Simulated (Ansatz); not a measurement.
## Electronic structure of C₂H₈FNSi in real space

```yaml
atoms:
  - { symbol: C, position_ang: [-1.7879, 0.1422, -0.3666] }
  - { symbol: N, position_ang: [-0.5468, -0.1768, -1.0400] }
  - { symbol: Si, position_ang: [1.0242, 0.1368, -0.4731] }
  - { symbol: C, position_ang: [1.2091, -0.3227, 1.3137] }
  - { symbol: F, position_ang: [1.4392, 1.6907, -0.5710] }
  - { symbol: H, position_ang: [-1.6153, 0.2202, 0.7087] }
  - { symbol: H, position_ang: [-2.5320, -0.6459, -0.5155] }
  - { symbol: H, position_ang: [-2.2244, 1.0917, -0.6976] }
  - { symbol: H, position_ang: [-0.6575, -0.3438, -2.0275] }
  - { symbol: H, position_ang: [1.9481, -0.5823, -1.3832] }
  - { symbol: H, position_ang: [0.5488, 0.2711, 1.9508] }
  - { symbol: H, position_ang: [2.2339, -0.1371, 1.6439] }
  - { symbol: H, position_ang: [0.9812, -1.3788, 1.4722] }
```

Geometry: PBE0-D4/def2-TZVP.

Computed with Ansatz 0.2.0, RKS PBE0-D4/def2-TZVPP.

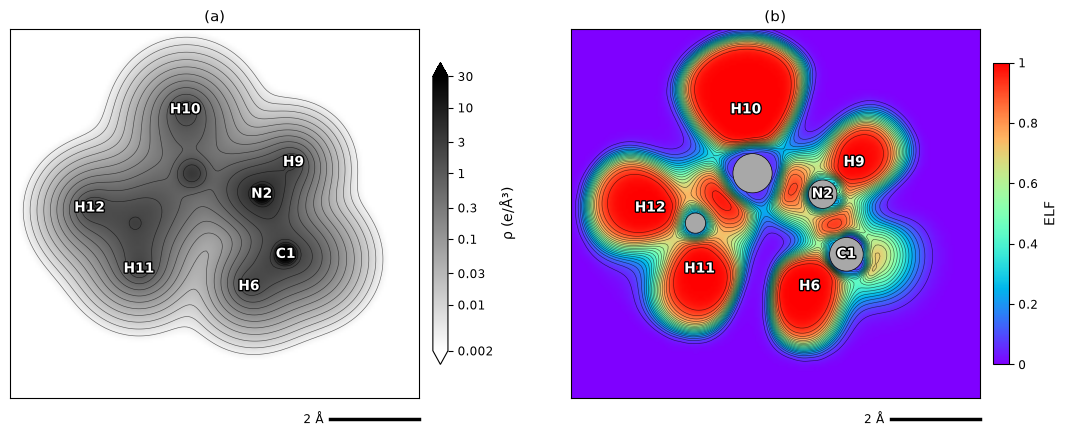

Figure 1. (a) total electron density; (b) ELF on the plane of atoms C1, N2 and H9. Grey discs cover the atomic cores in the ELF map.

> Interpret the plot.

The plane passes through C, N and H nuclei. C–N (1.45 Å): ρ is about 1.9 e/Å³ halfway; the ELF peaks at about 0.90 between the atoms; a covalent bond. N–H (1.01 Å): ρ at the midpoint is about 2.9 e/Å³; the ELF climbs to about 1 towards the hydrogen, as it does in any bond to H (a covalent bond by its length). C–H (1.09 Å): ρ at the midpoint is about 2 e/Å³; the ELF climbs to about 1 towards the hydrogen; an ordinary covalent bond to hydrogen.

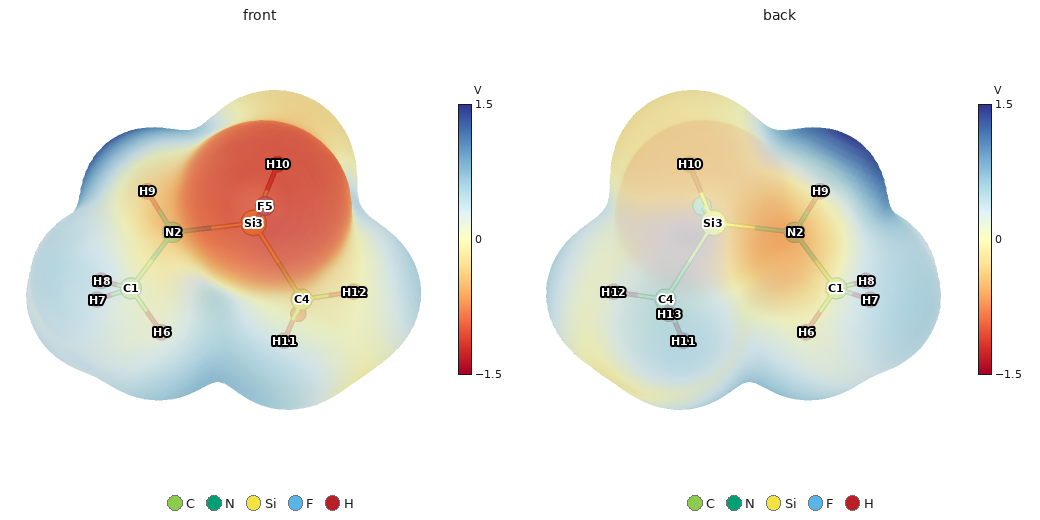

Figure 2. The molecular electrostatic potential painted on the density surface at 0.001 e/bohr³, seen from the front and from behind; red is negative and blue positive.

> Describe the electrostatic potential map.

The most negative region (about −1.2 V) lies over F5, the most positive (about +1.4 V) over H9.

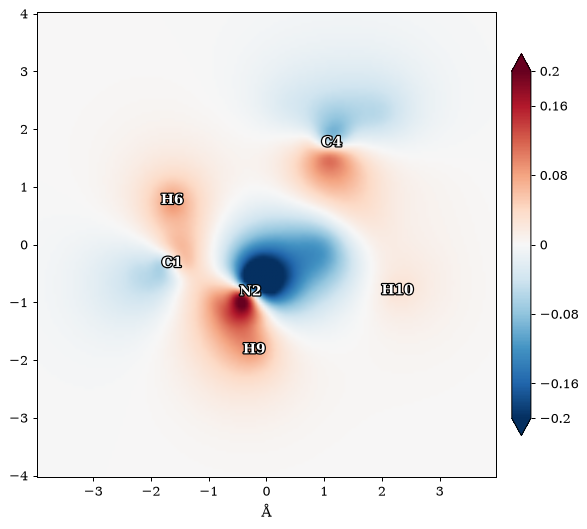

Figure 3. The HOMO on the plane of atoms N2, C1 and H6 (values in Å⁻³ᐟ²; the overall sign is arbitrary).

> Describe this orbital and give its energy.

It lies mainly on N2 (about 60 %), C1 (about 10 %) and H8 (about 5 %). Its energy is −7.15 eV.
